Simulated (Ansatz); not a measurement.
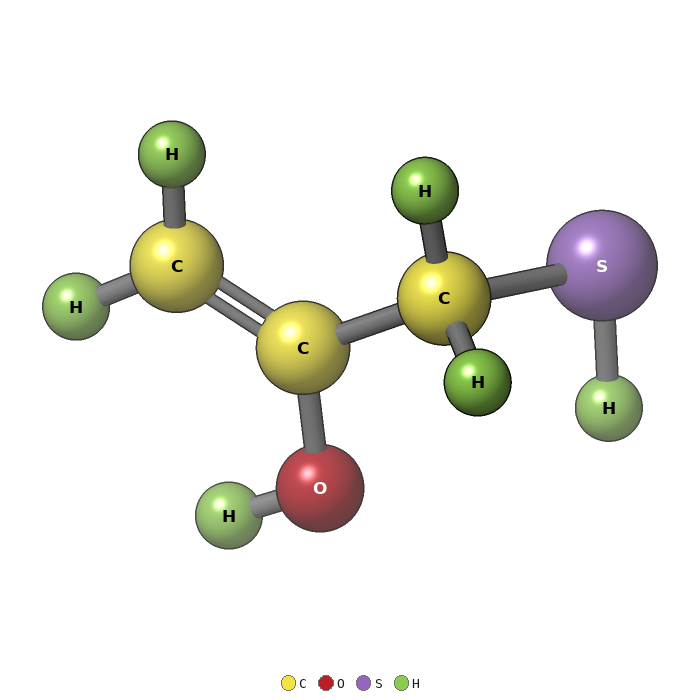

Orthographic view. Atoms fade into the background with distance from the viewer. The geometry was computed by an optimisation with PBE0-D4/def2-TZVP. No frequency run is at hand to confirm it as a minimum.

Question: Write the InChI string.

Answer: InChI=1S/C3H6OS/c1-3(4)2-5/h4-5H,1-2H2
